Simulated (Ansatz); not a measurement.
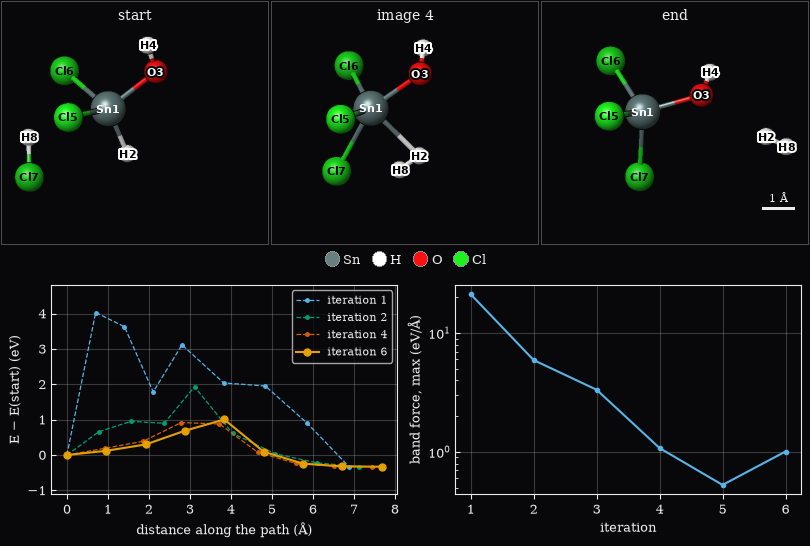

NEB run on SnH₃OCl₃, made up at the start of SnH2OCl2 and HCl. Images are numbered from 0 (start) to 8 (end). The plot follows the band through its iterations. The picture is a ball-and-stick view, seen from a free direction.

Theory: RKS PBE0/def2-SVP in Ansatz. Set-up: 7 movable images; climbing image; force threshold 0.05 eV/Å; iteration limit 6; starting path through a guess of the saddle point.

**Judge this run.**

The result isn't final. The band hadn't converged when the run stopped after 6 iterations. The largest component of the band force went from 21 to 1 eV/Å. The barrier read from it is provisional: over the last two iterations the highest image moved from 0.92 eV to 1.00 eV. The iteration limit was low. The first iteration put the highest image at 4.03 eV. The energy climbs by 1.00 eV to image 4 and then falls by 1.34 eV, so the end point sits at −0.33 eV.

Limits of the set-up: the start holds two separate molecules, 2.4 Å apart at their closest, whose relative position is a soft coordinate and is computed without a dispersion correction.

The run took 2.7 min on 2 threads of Arm Neoverse V1, on a shared host, peak memory 0.3 GiB.
